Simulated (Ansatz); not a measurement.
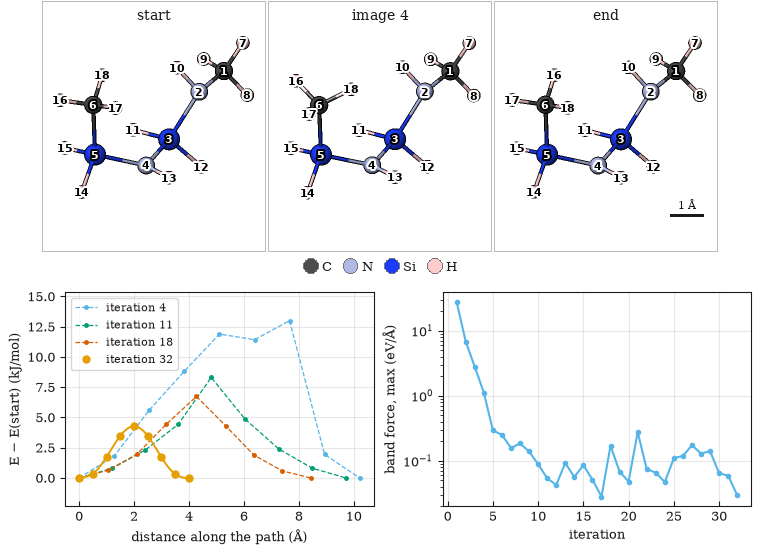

NEB run on C2H12N2Si2. Images are numbered from 0 (start) to 8 (end). The plot follows the band through its iterations. The picture is a ball-and-stick view, seen from a free direction.

The calculation used RKS PBE/STO-3G in Ansatz. Run with 7 movable images; climbing image; force threshold 0.05 eV/Å; iteration limit 60; starting path through a guess of the saddle point.

> Judge this run.

The result is final at these settings. The band converged in 32 iterations. The largest component of the band force went from 28 to 0.03 eV/Å. The climbing image converged on the top of the path. Its vibrational analysis gives one imaginary mode (133i cm⁻¹), as a transition state must have. The first iteration put the highest image at 967.31 kJ/mol. The two ends have the same energy, and the highest point, image 4, lies 4.27 kJ/mol above the start.

Limits of the set-up: STO-3G is a minimal basis, so the numbers are rough.
